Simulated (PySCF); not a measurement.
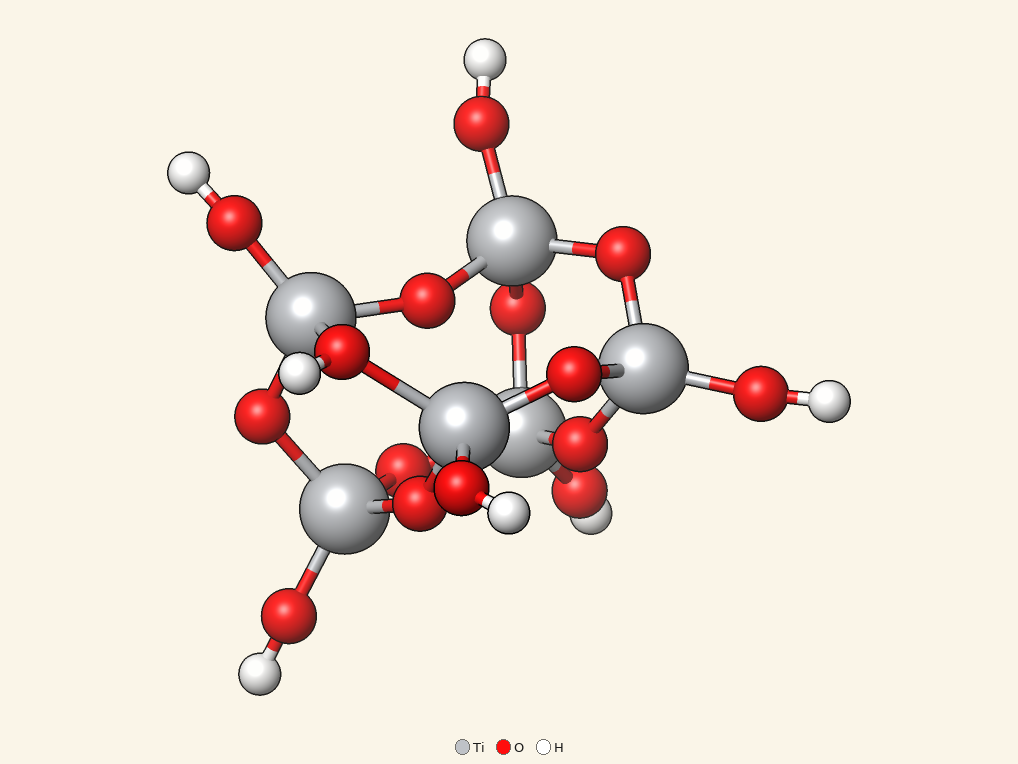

State: charge +1, singlet. The computed structure is the end point of a GFN2-xTB optimisation. No frequency run is at hand to confirm it as a minimum. Method: PBE/def2-SVP, gas phase (PySCF 2.14.0). Excitations: vertical, linear response.

Give the mean static polarisability at this level.

206.2 bohr³.

Estimate the LUMO energy (Kohn–Sham orbital).

−6.45 eV.

Give the lowest vertical singlet excitation at this level.

4.02 eV.

Estimate the HOMO energy (Kohn–Sham orbital).

−10.46 eV.

The geometry is semi-empirical. Around Ti such bond lengths and angles can be off by a tenth of an ångström or more and by several degrees, and values that hang on the shape move with them.
